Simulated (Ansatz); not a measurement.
# S on Ti(0001): change of the work function

Wanted: Δφ(θ) for S/Ti(0001), starting from the fcc site.

Program: Ansatz 0.2.0. Level of theory: plane-wave DFT, PBE, Ansatz PAW. Results are calculated unless marked as measured.

### 1. The starting structure

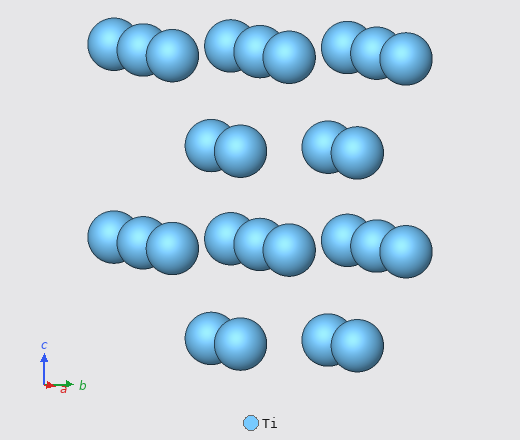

The cell as given, from the side, with the c axis up (titanium blue). 2×2×1 cells are drawn. Some periodic images of atoms are drawn too.

The cell holds 4 atoms: 4 Ti. Cell: a = 2.950 Å, b = 2.950 Å, c = 25.027 Å, α = 90.0°, β = 90.0°, γ = 60.0°. Vacuum lies along c.

### 2. The clean slab

The bare slab comes first, as the zero from which every change is counted. The two lowest layers are held at bulk places and the upper ones relax. The dipole correction removes the false field that a one-sided slab makes across the periodic vacuum, so each face gets a flat vacuum level of its own.

input.yaml

```yaml
crystal:
  lattice:
    - [2.95, 0.0, 0.0]
    - [1.475, 2.5547749412, 0.0]
    - [0.0, 0.0, 25.0269]
  atoms:
    - { symbol: Ti, position: [0.6666666667, 0.6666666667, 0.3596130564] }
    - { symbol: Ti, position: [0.0, 0.0, 0.4532043521] }
    - { symbol: Ti, position: [0.6666666667, 0.6666666667, 0.5467956479] }
    - { symbol: Ti, position: [0.0, 0.0, 0.6403869436] }
kpoints:
  mp_grid: { grid: [12, 12, 1] }
hamiltonian:
  xc: pbe
scf:
  occupations: { method: fermi_dirac, width: 0.1 }
  convergence: { dr2_threshold: 1.0e-08 }
efield:
  axis: 3
  dipole_correction: true
  ramp_position: 0.97
  ramp_width: 0.06
relax:
  f_tol: 0.02
  max_steps: 60
  constraints: [{ sites: [0, 1] }]
output:
  write_potential: true
  write_density: true
  volumetric_format: npy
```

On the command line:

```console
ansatz run input.yaml --threads 4 --pin off --max-ram 6144MiB --backend cpu --events-out ev --progress --plain --runs-dir out
```

Numbers of over 12 decimals in the logs are rounded to 6 here.

Output:

```text
Engine: ansatz 0.2.0, aarch64-unknown-linux-gnu
Pseudopotentials: kind: paw
Pseudopotential: Ti, paw, valence charge 12, recommended cutoff 420 eV (normal), Ti.paw.azcp
Functional definition: PBE
  parameter kappa = 0.804
  parameter beta = 0.066725
  exchange = pbe_x(kappa = kappa, mu = beta*pi^2/3)
  correlation = pbe_c(beta = beta)
Crystal: 4 atoms, lattice volume = 188.617 Å³
Basis set: ecut = 420 eV, 3611 PW (Γ), exchange–correlation on 40×40×360 points (8 copies of the dense FFT grid, shifted against one another)
Bands: 29, of which v1, the nominal top of the filled ones, is band 24 counted from 1 (23 counted from 0)
Symmetry: 6 space group operations
k-points: 19 of 144 (time reversal used)
Non-local potential: Ti, projectors of the file, l = 0: 3, l = 1: 2, l = 2: 3, l = 3: 1
PAW form: soft (Blöchl's): semilocal exchange-correlation on the pseudo side does not see the compensation charge
PAW one-centre angular grid: Ti, 590 points (default); XC on 64 Gauss nodes
Initial density: superposition of atomic densities (neutral atoms: chi_scale 0, normalization atom), corrected by the library's trained network
Initial wavefunctions: pseudopotential atomic-orbital guess
Functional: x = pbe(κ = 0.804, μ = 0.219515), c = pbe(β = 0.066725)
SCF iter   1: F=—  HF=-9996.827743 eV  |F-HF|=—  |Δ(HF+E_count)|=         —  Δρ=6.22e-3  dr2=3.89e-1  ethr=1.77e-3  p=0.000 e·Å  D=5.72e-14 V/Å  ΔV_dip=-0.00 eV  dr2_dipole=9.47e-6  V_vac-E_F(+/−)=4.09/4.09 eV  ⟨swp⟩=7.0  Hψ=5629  notcnv=0
efield: sawtooth ramp at fractional position 0.9700 (set: `efield.ramp_position`, or a place that a band, a saddle search or an elastic batch's reference lends), width 0.0600; the density the first Hamiltonian is built on has a dipole p = 0.000 e·Å; the dipole correction subtracts the counter field D = 5.72e-14 V/Å, which shifts the + side's vacuum level by -0.00 eV against the − side's; the planar-averaged density in the ramp window peaks in size at 3.0e-5 e/Å³
automatic band count: the SCF goes on with 34 bands, as 29 were too few: the levels above may hold too much charge
preconditioner: auto → LDOS  [metal: Δε(μ)=0.033 eV  Ē_g=2.762 eV  σ=0.100 eV  W_gap=0.08  n_scr=16 (ndim 8)  ℏωp=10.8 eV  f_vac=0.550  D(μ)=8.41/eV (n_scr^D=88)  β→1.0]
SCF iter   2: F=—  HF=-9996.820567 eV  |F-HF|=—  |Δ(HF+E_count)|=   7.18e-3  Δρ=2.07e-3  dr2=1.66e-2  ethr=8.11e-4  p=-0.000 e·Å  D=-3.83e-5 V/Å  ΔV_dip=0.00 eV  dr2_dipole=2.48e-6  V_vac-E_F(+/−)=4.36/4.36 eV  ⟨swp⟩=1.9  Hψ=850  notcnv=0
SCF iter   3: F=—  HF=-9996.820326 eV  |F-HF|=—  |Δ(HF+E_count)|=   2.41e-4  Δρ=7.15e-4  dr2=2.59e-3  ethr=3.45e-5  p=-0.000 e·Å  D=-4.47e-5 V/Å  ΔV_dip=0.00 eV  dr2_dipole=9.93e-8  V_vac-E_F(+/−)=4.36/4.36 eV  ⟨swp⟩=2.1  Hψ=828  notcnv=0
SCF iter   4: F=—  HF=-9996.820200 eV  |F-HF|=—  |Δ(HF+E_count)|=   1.26e-4  Δρ=1.83e-4  dr2=7.43e-5  ethr=5.40e-6  p=-0.000 e·Å  D=-7.23e-6 V/Å  ΔV_dip=0.00 eV  dr2_dipole=6.13e-7  V_vac-E_F(+/−)=4.39/4.39 eV  ⟨swp⟩=2.0  Hψ=788  notcnv=0
SCF iter   5: F=—  HF=-9996.820291 eV  |F-HF|=—  |Δ(HF+E_count)|=   9.13e-5  Δρ=1.05e-4  dr2=4.27e-5  ethr=1.55e-7  p=-0.000 e·Å  D=-6.02e-6 V/Å  ΔV_dip=0.00 eV  dr2_dipole=2.24e-9  V_vac-E_F(+/−)=4.40/4.40 eV  ⟨swp⟩=3.4  Hψ=1270  notcnv=0
SCF iter   6: F=—  HF=-9996.820298 eV  |F-HF|=—  |Δ(HF+E_count)|=   7.56e-6  Δρ=3.45e-5  dr2=6.91e-6  ethr=8.90e-8  p=0.000 e·Å  D=5.34e-6 V/Å  ΔV_dip=-0.00 eV  dr2_dipole=8.72e-12  V_vac-E_F(+/−)=4.41/4.41 eV  ⟨swp⟩=2.2  Hψ=859  notcnv=0
SCF iter   7: F=—  HF=-9996.820326 eV  |F-HF|=—  |Δ(HF+E_count)|=   2.71e-5  Δρ=9.74e-6  dr2=2.31e-7  ethr=1.44e-8  p=0.000 e·Å  D=4.34e-6 V/Å  ΔV_dip=-0.00 eV  dr2_dipole=2.28e-10  V_vac-E_F(+/−)=4.41/4.41 eV  ⟨swp⟩=1.5  Hψ=670  notcnv=0
SCF iter   8: F=—  HF=-9996.820326 eV  |F-HF|=—  |Δ(HF+E_count)|=   3.11e-7  Δρ=4.96e-6  dr2=7.06e-8  ethr=4.82e-10  p=0.000 e·Å  D=3.41e-6 V/Å  ΔV_dip=-0.00 eV  dr2_dipole=1.64e-11  V_vac-E_F(+/−)=4.41/4.41 eV  ⟨swp⟩=3.0  Hψ=1250  notcnv=0
SCF iter   9: F=-9996.820326 eV  HF=-9996.820326 eV  |F-HF|=4.71e-9  |Δ(HF+E_count)|=   1.10e-8  Δρ=1.31e-6  dr2=3.15e-9  ethr=2.08e-11  p=0.000 e·Å  D=1.86e-6 V/Å  ΔV_dip=-0.00 eV  dr2_dipole=2.32e-11  V_vac-E_F(+/−)=4.41/4.41 eV  ⟨swp⟩=7.9  Hψ=4137  notcnv=0
SCF 1 converged in 9 iterations: F = -9996.820326 eV  dr2 = 3.15e-9
  greatest PAW one-centre occupation: 0.999 electrons in one spin orbital (limit 2), on the Ti atom at site 2 (counted from 0), in its partial waves of l = 0
relax step   1: F+E_penalty+E_count = -9996.82032589 eV  Δ(F+E_penalty+E_count) = +0.000e0 eV  max|allowed force component| = 6.136e-1 eV/Å  Δτ_max = 0.0000 Å  (9 SCF iters, accepted)
Bands: 34, of which v1, the nominal top of the filled ones, is band 24 counted from 1 (23 counted from 0)
Initial density: handed on by an earlier stage of this run
Initial wavefunctions: those handed on with the density
SCF iter   1: F=—  HF=-9997.020720 eV  |F-HF|=—  |Δ(HF+E_count)|=         —  Δρ=1.54e-2  dr2=3.23e0  ethr=3.10e-3  p=0.000 e·Å  D=6.86e-7 V/Å  ΔV_dip=-0.00 eV  dr2_dipole=2.03e-1  V_vac-E_F(+/−)=4.45/4.45 eV  ⟨swp⟩=4.8  Hψ=1854  notcnv=0
efield: sawtooth ramp at fractional position 0.9700 (set: `efield.ramp_position`, or a place that a band, a saddle search or an elastic batch's reference lends), width 0.0600; the density the first Hamiltonian is built on has a dipole p = 0.000 e·Å; the dipole correction subtracts the counter field D = 6.86e-7 V/Å, which shifts the + side's vacuum level by -0.00 eV against the − side's; the planar-averaged density in the ramp window peaks in size at 8.7e-6 e/Å³
preconditioner: auto → LDOS  [metal: Δε(μ)=0.006 eV  Ē_g=2.864 eV  σ=0.100 eV  W_gap=0.02  n_scr=16 (ndim 8)  ℏωp=10.8 eV  f_vac=0.560  D(μ)=7.32/eV (n_scr^D=62)  β→1.0]
SCF iter   2: F=—  HF=-9996.896706 eV  |F-HF|=—  |Δ(HF+E_count)|=   1.24e-1  Δρ=7.26e-3  dr2=5.18e-1  ethr=3.10e-3  p=0.018 e·Å  D=1.74e-2 V/Å  ΔV_dip=-0.44 eV  dr2_dipole=8.81e-2  V_vac-E_F(+/−)=4.00/4.43 eV  ⟨swp⟩=2.1  Hψ=1128  notcnv=0
SCF iter   3: F=—  HF=-9996.864920 eV  |F-HF|=—  |Δ(HF+E_count)|=   3.18e-2  Δρ=2.42e-3  dr2=6.44e-2  ethr=1.08e-3  p=0.007 e·Å  D=6.93e-3 V/Å  ΔV_dip=-0.17 eV  dr2_dipole=1.04e-2  V_vac-E_F(+/−)=4.26/4.43 eV  ⟨swp⟩=2.1  Hψ=988  notcnv=0
SCF iter   4: F=—  HF=-9996.859779 eV  |F-HF|=—  |Δ(HF+E_count)|=   5.14e-3  Δρ=9.85e-4  dr2=8.07e-3  ethr=1.34e-4  p=0.007 e·Å  D=6.69e-3 V/Å  ΔV_dip=-0.17 eV  dr2_dipole=2.47e-3  V_vac-E_F(+/−)=4.26/4.43 eV  ⟨swp⟩=2.1  Hψ=974  notcnv=0
SCF iter   5: F=—  HF=-9996.859578 eV  |F-HF|=—  |Δ(HF+E_count)|=   2.01e-4  Δρ=1.72e-4  dr2=9.56e-5  ethr=1.68e-5  p=0.006 e·Å  D=5.68e-3 V/Å  ΔV_dip=-0.14 eV  dr2_dipole=1.68e-5  V_vac-E_F(+/−)=4.29/4.43 eV  ⟨swp⟩=1.9  Hψ=759  notcnv=0
SCF iter   6: F=—  HF=-9996.859605 eV  |F-HF|=—  |Δ(HF+E_count)|=   2.67e-5  Δρ=9.00e-5  dr2=6.59e-5  ethr=1.99e-7  p=0.005 e·Å  D=5.13e-3 V/Å  ΔV_dip=-0.13 eV  dr2_dipole=5.10e-6  V_vac-E_F(+/−)=4.30/4.43 eV  ⟨swp⟩=2.3  Hψ=888  notcnv=0
SCF iter   7: F=—  HF=-9996.859609 eV  |F-HF|=—  |Δ(HF+E_count)|=   4.29e-6  Δρ=5.04e-5  dr2=8.15e-6  ethr=1.37e-7  p=0.005 e·Å  D=4.68e-3 V/Å  ΔV_dip=-0.12 eV  dr2_dipole=1.86e-6  V_vac-E_F(+/−)=4.31/4.43 eV  ⟨swp⟩=1.7  Hψ=678  notcnv=0
SCF iter   8: F=—  HF=-9996.859637 eV  |F-HF|=—  |Δ(HF+E_count)|=   2.81e-5  Δρ=1.65e-5  dr2=1.25e-6  ethr=1.70e-8  p=0.005 e·Å  D=4.37e-3 V/Å  ΔV_dip=-0.11 eV  dr2_dipole=3.65e-8  V_vac-E_F(+/−)=4.32/4.43 eV  ⟨swp⟩=2.5  Hψ=1020  notcnv=0
SCF iter   9: F=—  HF=-9996.859637 eV  |F-HF|=—  |Δ(HF+E_count)|=   1.31e-7  Δρ=6.35e-6  dr2=1.44e-7  ethr=2.60e-9  p=0.004 e·Å  D=4.27e-3 V/Å  ΔV_dip=-0.11 eV  dr2_dipole=6.38e-9  V_vac-E_F(+/−)=4.32/4.43 eV  ⟨swp⟩=2.1  Hψ=812  notcnv=0
SCF iter  10: F=—  HF=-9996.859637 eV  |F-HF|=—  |Δ(HF+E_count)|=   2.22e-8  Δρ=1.76e-6  dr2=1.75e-8  ethr=3.00e-10  p=0.004 e·Å  D=4.25e-3 V/Å  ΔV_dip=-0.11 eV  dr2_dipole=1.64e-9  V_vac-E_F(+/−)=4.32/4.43 eV  ⟨swp⟩=2.6  Hψ=940  notcnv=0
SCF iter  11: F=-9996.859637 eV  HF=-9996.859637 eV  |F-HF|=6.80e-10  |Δ(HF+E_count)|=   7.38e-9  Δρ=6.03e-7  dr2=2.38e-9  ethr=2.08e-11  p=0.004 e·Å  D=4.24e-3 V/Å  ΔV_dip=-0.11 eV  dr2_dipole=4.72e-10  V_vac-E_F(+/−)=4.32/4.43 eV  ⟨swp⟩=9.3  Hψ=3723  notcnv=0
SCF 2 converged in 11 iterations: F = -9996.859637 eV  dr2 = 2.38e-9
  greatest PAW one-centre occupation: 0.999 electrons in one spin orbital (limit 2), on the Ti atom at site 1 (counted from 0), in its partial waves of l = 0
relax step   2: F+E_penalty+E_count = -9996.85963748 eV  Δ(F+E_penalty+E_count) = -3.931e-2 eV  max|allowed force component| = 4.318e-1 eV/Å  Δτ_max = 0.1956 Å  (11 SCF iters, accepted)
iter 1 solved again at ethr=1.59e-3 eV; its pass at ethr=3.10e-3 eV (dr2=7.66e-1 eV) is discarded
SCF iter   1: F=—  HF=-9996.908496 eV  |F-HF|=—  |Δ(HF+E_count)|=         —  Δρ=7.69e-3  dr2=8.62e-1  ethr=1.59e-3  p=0.004 e·Å  D=4.24e-3 V/Å  ΔV_dip=-0.11 eV  dr2_dipole=4.10e-2  V_vac-E_F(+/−)=4.31/4.42 eV  ⟨swp⟩=1.0  Hψ=2302  notcnv=0
efield: sawtooth ramp at fractional position 0.9700 (set: `efield.ramp_position`, or a place that a band, a saddle search or an elastic batch's reference lends), width 0.0600; the density the first Hamiltonian is built on has a dipole p = 0.004 e·Å; the dipole correction subtracts the counter field D = 4.24e-3 V/Å, which shifts the + side's vacuum level by -0.11 eV against the − side's; the planar-averaged density in the ramp window peaks in size at 7.3e-6 e/Å³
preconditioner: auto → LDOS  [metal: Δε(μ)=0.012 eV  Ē_g=2.791 eV  σ=0.100 eV  W_gap=0.03  n_scr=16 (ndim 8)  ℏωp=10.8 eV  f_vac=0.555  D(μ)=7.84/eV (n_scr^D=74)  β→1.0]
SCF iter   2: F=—  HF=-9996.881427 eV  |F-HF|=—  |Δ(HF+E_count)|=   2.71e-2  Δρ=3.90e-3  dr2=1.36e-1  ethr=1.59e-3  p=-0.001 e·Å  D=-1.03e-3 V/Å  ΔV_dip=0.03 eV  dr2_dipole=2.98e-5  V_vac-E_F(+/−)=4.46/4.44 eV  ⟨swp⟩=2.1  Hψ=803  notcnv=0
SCF iter   3: F=—  HF=-9996.876840 eV  |F-HF|=—  |Δ(HF+E_count)|=   4.59e-3  Δρ=1.02e-3  dr2=7.96e-3  ethr=2.84e-4  p=0.001 e·Å  D=1.33e-3 V/Å  ΔV_dip=-0.03 eV  dr2_dipole=4.47e-4  V_vac-E_F(+/−)=4.39/4.43 eV  ⟨swp⟩=2.0  Hψ=893  notcnv=0
SCF iter   4: F=—  HF=-9996.876296 eV  |F-HF|=—  |Δ(HF+E_count)|=   5.45e-4  Δρ=2.15e-4  dr2=1.88e-4  ethr=1.66e-5  p=0.001 e·Å  D=1.32e-3 V/Å  ΔV_dip=-0.03 eV  dr2_dipole=4.33e-5  V_vac-E_F(+/−)=4.39/4.43 eV  ⟨swp⟩=2.0  Hψ=779  notcnv=0
SCF iter   5: F=—  HF=-9996.876318 eV  |F-HF|=—  |Δ(HF+E_count)|=   2.22e-5  Δρ=8.59e-5  dr2=4.19e-5  ethr=3.92e-7  p=0.002 e·Å  D=1.54e-3 V/Å  ΔV_dip=-0.04 eV  dr2_dipole=6.00e-6  V_vac-E_F(+/−)=4.39/4.42 eV  ⟨swp⟩=2.3  Hψ=960  notcnv=0
SCF iter   6: F=—  HF=-9996.876352 eV  |F-HF|=—  |Δ(HF+E_count)|=   3.46e-5  Δρ=3.19e-5  dr2=6.27e-6  ethr=8.73e-8  p=0.002 e·Å  D=1.75e-3 V/Å  ΔV_dip=-0.04 eV  dr2_dipole=2.46e-7  V_vac-E_F(+/−)=4.38/4.42 eV  ⟨swp⟩=2.0  Hψ=797  notcnv=0
SCF iter   7: F=—  HF=-9996.876383 eV  |F-HF|=—  |Δ(HF+E_count)|=   3.10e-5  Δρ=1.32e-5  dr2=9.84e-7  ethr=1.31e-8  p=0.002 e·Å  D=1.88e-3 V/Å  ΔV_dip=-0.05 eV  dr2_dipole=1.32e-7  V_vac-E_F(+/−)=4.38/4.42 eV  ⟨swp⟩=2.1  Hψ=797  notcnv=0
SCF iter   8: F=—  HF=-9996.876384 eV  |F-HF|=—  |Δ(HF+E_count)|=   1.86e-7  Δρ=5.15e-6  dr2=2.27e-7  ethr=2.05e-9  p=0.002 e·Å  D=1.96e-3 V/Å  ΔV_dip=-0.05 eV  dr2_dipole=1.80e-8  V_vac-E_F(+/−)=4.37/4.42 eV  ⟨swp⟩=2.1  Hψ=827  notcnv=0
SCF iter   9: F=-9996.876384 eV  HF=-9996.876384 eV  |F-HF|=5.99e-9  |Δ(HF+E_count)|=   1.35e-8  Δρ=1.63e-6  dr2=7.70e-9  ethr=2.08e-11  p=0.002 e·Å  D=1.99e-3 V/Å  ΔV_dip=-0.05 eV  dr2_dipole=3.72e-10  V_vac-E_F(+/−)=4.37/4.42 eV  ⟨swp⟩=8.6  Hψ=4536  notcnv=0
SCF 3 converged in 9 iterations: F = -9996.876384 eV  dr2 = 7.70e-9
relax step   3: F+E_penalty+E_count = -9996.87638356 eV  Δ(F+E_penalty+E_count) = -1.675e-2 eV  max|allowed force component| = 1.190e-2 eV/Å  Δτ_max = 0.0899 Å  (9 SCF iters, accepted)
NSCF: frozen V_eff on 19 k-points
the band table was solved once a step of the walk had ended and its energy, with any forces and stress, was formed, with the checks that follow a solve (2893 applications of the Hamiltonian). They found nothing against the state; the energy, forces and stress were not computed again (output.eigenvalues in the input reference)
WARN: The input density's exchange-correlation potential varies sharply where the density is thin. Do not read a vacuum level from v_tot or v_xc, or from such a field of the output density. On a cell that repeats whose density bears no net charge and no dipole along the vacuum's axis use v_es (v_loc + v_h of the components); under efield.dipole_correction with no amplitude use v_es + v_field, which holds any external [...]
SCF converged after 9 iterations
Free energy (F): -9996.876384 eV
Harris-Foulkes:  -9996.876384 eV  (|F-HF|=5.99e-9)
Internal energy: -9996.623465 eV  (E = F + TS)
E sigma→0 (E₀):  -9996.749924 eV
Entropy (-TS):   -0.252919 eV (-63.230 meV/atom)
Fermi energy:    2.290332 eV
Dipole field:    D = 0.002018 V/Å  (p = 0.002103 e·Å, saw-weighted, corrected)
Work function:   Φ+ = 4.3729 eV   Φ− = 4.4234 eV
Levels:          The Fermi level and band energies are counted from a zero that moves with the ramp; work functions are not
--- Per-component energies (eV) ---
  E_band       = -1160.708078
  E_kinetic    = 1085.706682
  E_local      = -50168.130411  (includes V_loc(G=0)·N_el)
  E_nonlocal   = 34.277158
  E_hartree    = 24527.750938
  E_xc         = -386.964371
  E_vxc        = -483.802243  (∫ρ·V_xc dr)
  E_paw        = -4190.770098  (= ΣΔE_a)
  E_vpaw       = -684.249601  (= ΣTr[D̂ρ^β])
  E_aug_tail   = 0.000492  (compensation charges beyond the density's cutoff)
  E_efield     = 0.000002  (sawtooth field / dipole correction)
  E_vefield    = 0.000915  (∫n·V_field dr)
  E_ewald      = 19101.506143
  E_smearing   = -0.252919  (= −TS)
  E_closure    = -0.000000  (closes the sum)
  Σ components = -9996.876384   (vs F -9996.876384, Δ=0.00e0)
--- Forces (eV/Å), atoms counted from 1 ---
  atom   1  Ti     0.00000000     0.00000000     0.60717111
  atom   2  Ti    -0.00000000    -0.00000000    -0.58698447
  atom   3  Ti     0.00000000     0.00000000    -0.00824529
  atom   4  Ti     0.00000000    -0.00000000    -0.01190263
  max |Σ_I F_I| component: 3.87e-5 eV/Å
--- Band table (eV; the first three rows and the last of 19) ---
  k-point 0: bands = [... 20 lower, 2.0512, 2.2819, 2.7160, 2.7943, 2.9364, 2.9364, 3.0094, 3.0094, ... 6 higher]
  k-point 1: bands = [... 20 lower, 1.9894, 2.2496, 2.5399, 2.6448, 2.8456, 2.9373, 3.0405, 3.0898, ... 6 higher]
  k-point 2: bands = [... 20 lower, 1.7486, 2.0197, 2.1514, 2.4575, 2.5617, 2.7274, 3.0024, 3.2370, ... 6 higher]
  k-point 18: bands = [... 20 lower, 1.1279, 1.5089, 1.5929, 2.2386, 2.2466, 2.3803, 2.4174, 2.5706, ... 6 higher]
--- Relaxed structure (3 steps of the walk, 3 accepted, 0 SCFs on fresh bases) ---
  F+E_penalty+E_count = -9996.87638356 eV   max|allowed force component| = 1.190e-2 eV/Å
  atoms:
    - { symbol: Ti, position: [0.666667, 0.666667, 0.3596130564] }
    - { symbol: Ti, position: [0.0, 0.0, 0.4532043521] }
    - { symbol: Ti, position: [0.666667, 0.666667, 0.549513] }
    - { symbol: Ti, position: [0, 0, 0.636167] }
```

The job ended after 7.7 s (4 threads of Arm Neoverse V2, shared host; peak memory 0.51 GiB; 29 s of CPU time).

Step by step:

```
step  energy less that of the first step (eV)  largest force component (eV/Å)
   1                                   0.0000                          0.6136
   2                                  -0.0393                          0.4318
   3                                  -0.0561                          0.0119
```

The run keeps the 6 symmetry operations that it works with, so distortions that break them were not tested.

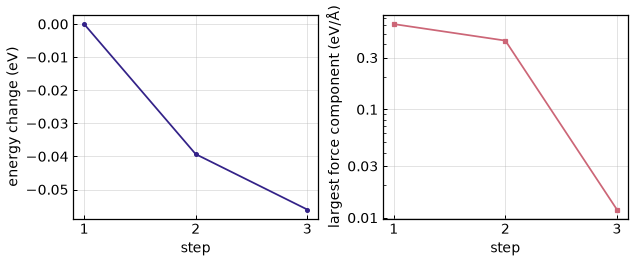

Energy and largest force along the relaxation.

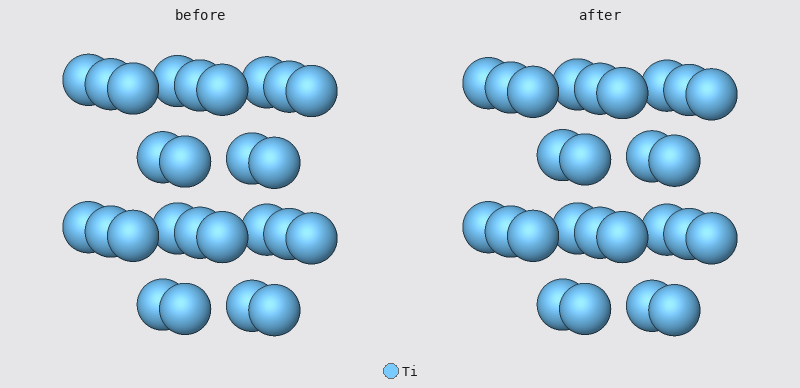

The structure before and after the relaxation, drawn at the same scale.

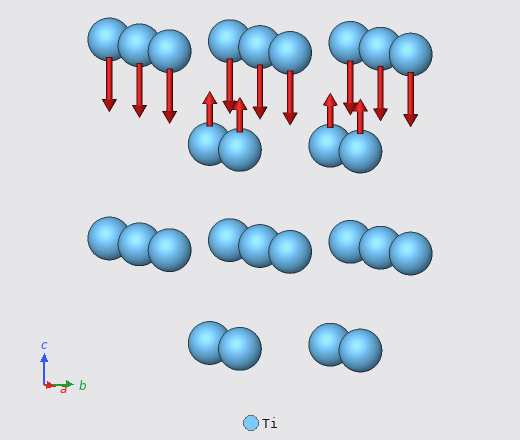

Displacements in the relaxation, exaggerated; the longest in the cell stands for 0.11 Å. 2×2×1 cells are drawn. Some periodic images of atoms are drawn too.

The atoms that moved most (Å):

```
atom     dx     dy      dz  length
 Ti4  0.000  0.000  -0.106   0.106
 Ti3  0.000  0.000   0.068   0.068
```

Numbers from this step:

- energy at zero smearing: -9996.7499 eV
- work function, upper face: 4.373 eV
- work function, lower face: 4.423 eV
- dipole along the normal: 0.002103 e·Å
- step between the vacuum levels: -0.05050 eV

Running mean over 2.342 Å of the planar mean; the ramp of the sawtooth is left out. Table of electron's electrostatic potential energy less the Fermi level by z:

```
z (Å)  electron's electrostatic potential energy less the Fermi level (eV)
    4                                                                 4.42
    5                                                                 4.40
    6                                                                 4.24
    7                                                                 2.89
    8                                                                -3.13
    9                                                                -6.74
   10                                                                -6.59
   11                                                                -6.58
   12                                                                -6.38
   13                                                                -6.32
   14                                                                -6.94
   15                                                                -7.68
   16                                                                -6.81
   17                                                                -2.61
   18                                                                 3.07
   19                                                                 4.22
   20                                                                 4.36
   21                                                                 4.37
```

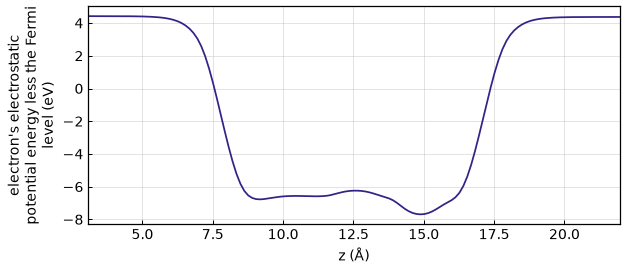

Electron's electrostatic potential energy less the Fermi level against z.

The relaxation took 3 steps and lowered the energy by 0.056 eV; the largest force on the free atoms ends at 0.012 eV/Å.

The work function of the upper face is 4.37 eV.

(Continued in part 2 of 3.)

[Logs are printed without paths, hosts, clocks, repeated set-up lines and the standing remarks that a program may print on its own settings, such as how far it seeks lower states.]

[Hosts, paths, dates, database ids (printed as entryN), source tags and the programs' standing remarks are cut or masked in the printed files.]

[Maps of the electrostatic potential energy from Ansatz leave out the sawtooth potential of an applied field or a dipole correction, so their vacuum need not be flat; planar profiles and work functions include it.]
